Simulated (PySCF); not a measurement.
C₄H₁₁O₂PSi₂ (SMILES CCC(=O)C(=O)[SiH2][SiH2]P)

Input

```
{"job": {"kind": "nmr", "xc": "PBE0", "basis": "pcSseg-1"}, "charge": 0, "multiplicity": 1}
C     -2.158552     0.282546    -1.247331
C     -1.861217     1.246642    -0.095424
C     -0.679877     0.740376     0.678871
O      0.427564     1.245680     0.645725
C     -0.859452    -0.566231     1.385309
O     -1.655635    -0.780109     2.266246
Si     0.491438    -1.829063     0.801385
Si     2.441168    -0.578167     0.544349
P      2.164421     0.760819    -1.237000
H     -1.283788     0.182160    -1.887230
H     -2.430701    -0.699251    -0.865804
H     -2.983301     0.665303    -1.843420
H     -1.638548     2.240976    -0.485534
H     -2.721231     1.292897     0.576842
H      0.412356    -2.901378     1.791646
H     -0.070903    -2.360642    -0.450075
H      3.536553    -1.521851     0.248613
H      2.855189     0.148603     1.747682
H      2.592804     1.910470    -0.614462
H      3.416563     0.530900    -1.789459
```

Command:

```sh
OMP_NUM_THREADS=1 python probes_run.py task.json out
```

Geometry: GFN2-xTB.

Computed with PBE0/pcSseg-1, SCF density, gas phase, non-relativistic in PySCF 2.14.0.

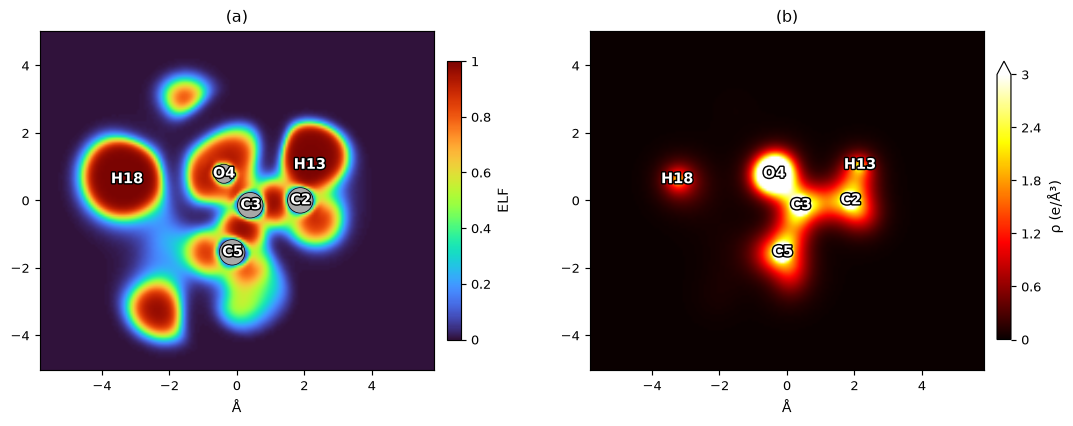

Figure 1. (a) electron localisation function; (b) total electron density on the plane of atoms O4, C3 and C5. Grey discs cover the atomic cores in the ELF map.

Question: Read the bonding off the picture.

Answer: Atoms in the plane: C, O and H. C–O (1.22 Å): the density is about 3.2 e/Å³ at the midpoint; the ELF peaks at about 0.85 between the atoms: a short, multiple covalent bond. C–C (1.50 Å): the density is about 1.8 e/Å³ at the midpoint; the ELF peaks at about 0.95 between the atoms, as expected for a shared electron pair. C–H (1.09 Å): ρ at the midpoint is about 2 e/Å³; the ELF climbs to about 1 towards the hydrogen, as it does in any bond to H (an ordinary covalent bond to hydrogen). The ELF also peaks beside O4, away from the bonds: lone-pair regions.

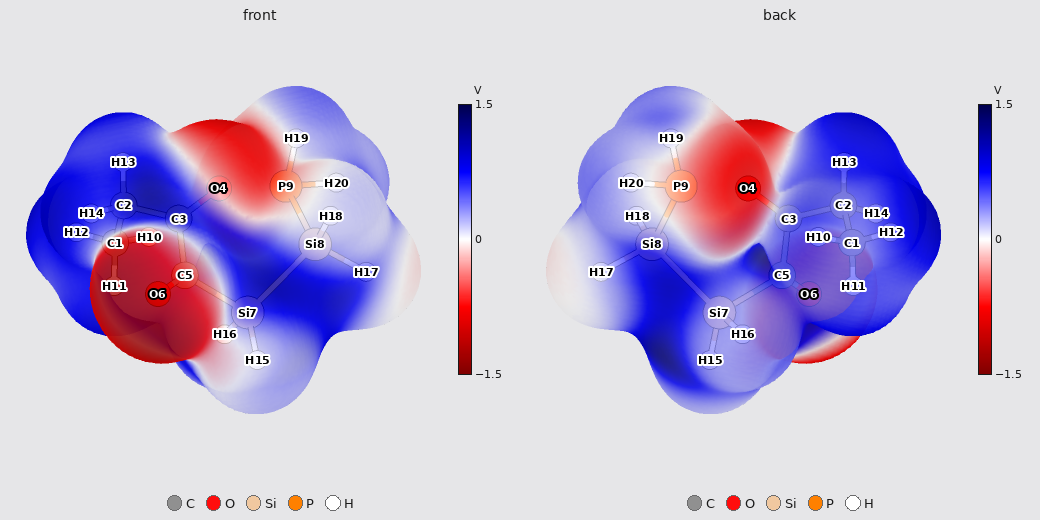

Figure 2. The molecular electrostatic potential painted on the density surface at 0.002 e/bohr³, seen from the front and from behind; the colour scale runs from red (negative) to blue (positive).

Question: Describe the electrostatic potential map.

Answer: The most negative region (about −1.3 V) lies over O6, the most positive (about +1.2 V) over C3 and Si7. O6 is the likeliest acceptor of a hydrogen bond.

Question: What dipole moment does the calculation give?

Answer: Its dipole moment is 1.63 D.
